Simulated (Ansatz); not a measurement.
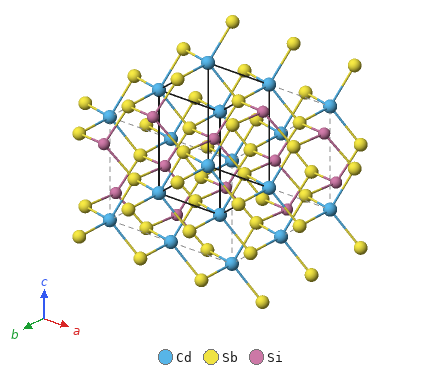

The compound is CdSiSb2 (space group P-4m2, No. 115), taken as the geometry relaxed with DFT, PBEsol, plane waves, PAW in Ansatz 0.2.0; the starting structure was generated, so it need not be a known form of this composition.

Bonds are taken as Cd–Sb below 3.1 Å and Sb–Si below 3 Å. Atoms with one bond or none are removed and atoms with two bonds are replaced by edges, until no such atom is left.

**What kind of net remains, and which atoms are its nodes?**

A uninodal 4-connected, three-periodic net: Cd, Sb and Si are 4-connected nodes.

**Which named net is it?**

It is the dia net, known from diamond, zinc blende and cristobalite.

**Is the net interpenetrated?**

It is a single net, without interpenetration.

**Give the point symbol of each node (shortest cycle at each angle).**

Cd, Sb and Si: 6⁶.

**Give the first five terms of the coordination sequence (nodes one, two, three … edges away).**

Cd, Sb and Si: 4, 12, 24, 42, 64.

The simplified net, drawn on the atoms' positions. Nodes are coloured by element. Edges to nodes outside the piece are drawn as stubs.

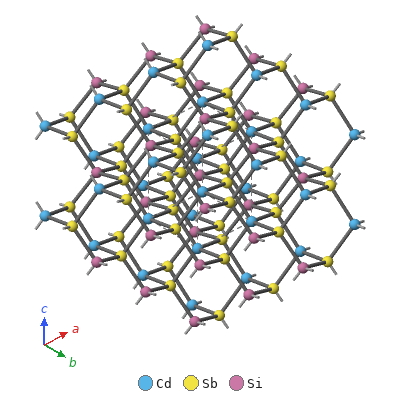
